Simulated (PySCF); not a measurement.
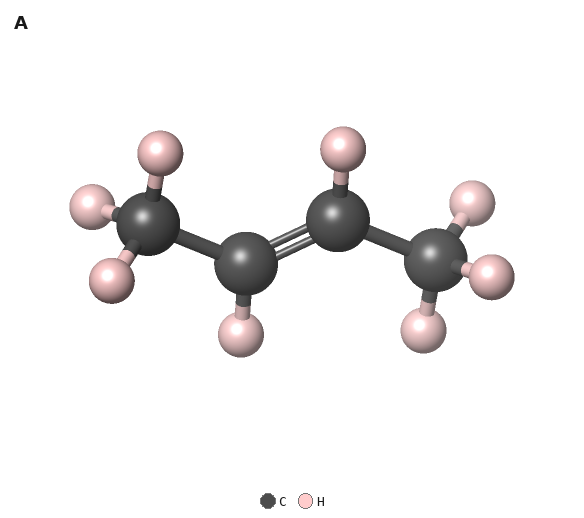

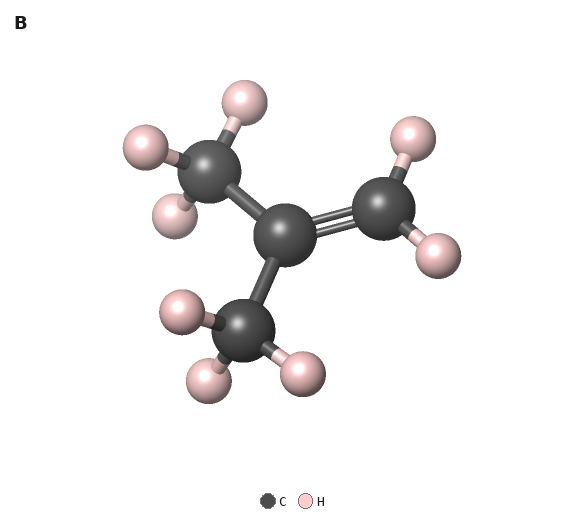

2 stationary structures of one formula. Geometries: PBE0-D3(BJ)/def2-SVP. Electronic energies: PBE0-D3(BJ)/def2-SVP (PySCF 2.14.0), without zero-point energy. No frequency run is at hand to confirm each as a minimum.

Question: Are they conformers, stereoisomers or constitutional isomers?

Answer: They are constitutional isomers of C4H8: A `C/C=C/C`, B `C=C(C)C`.

Question: Which structure is the most stable?

Answer: B is lowest; A lies 0.021 eV above it.
